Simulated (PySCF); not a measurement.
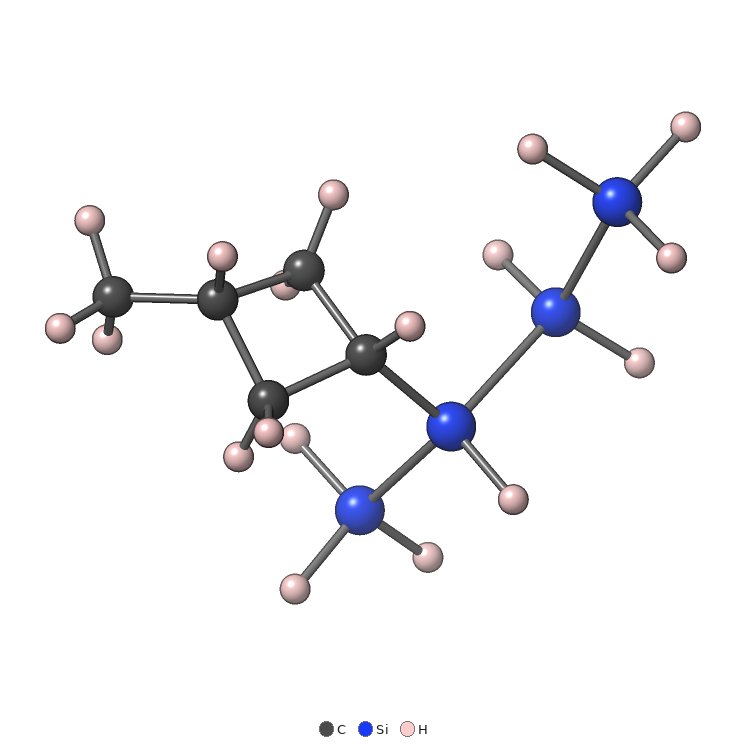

The computed structure is the end point of a PBE0-D3(BJ)/def2-SVP optimisation. No frequency run is at hand to confirm it as a minimum.

Give the structural formula.

SMILES: C[C@H]1C[C@@H]([Si@@H]([SiH3])[SiH2][SiH3])C1

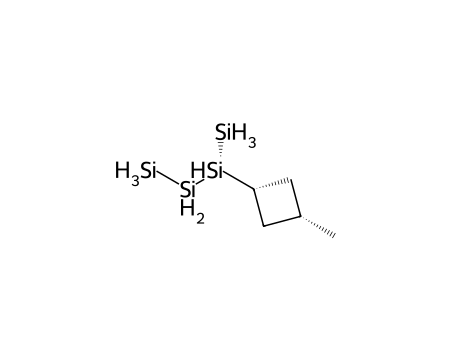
